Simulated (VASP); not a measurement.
Band structure of AlIn3N4 (ordered alloy cell). All values below come from PBE GGA, VASP's PBE PAW potentials (set 64) (plane waves; VASP).

Unless said otherwise, spin-orbit coupling is left out, though it shifts the bands of the heavy elements here.

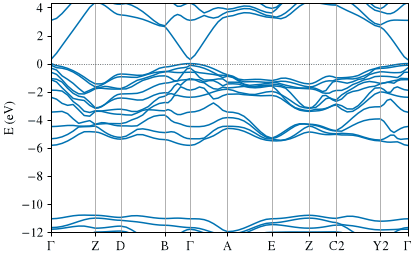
Figure: Bands along high-symmetry lines, zero at the valence-band maximum or, without a gap, the Fermi level

### Question
Read the plot: is there a gap, and where are the band edges?

### Answer
The gap is direct, 0.29 eV, from the valence maximum at Γ to the conduction minimum at Γ. (Edges off the drawn lines would not show.)

The structure was generated: AlIn3N4 was put into an ordered model structure (Pm), which need not be its known phase. It was relaxed first.
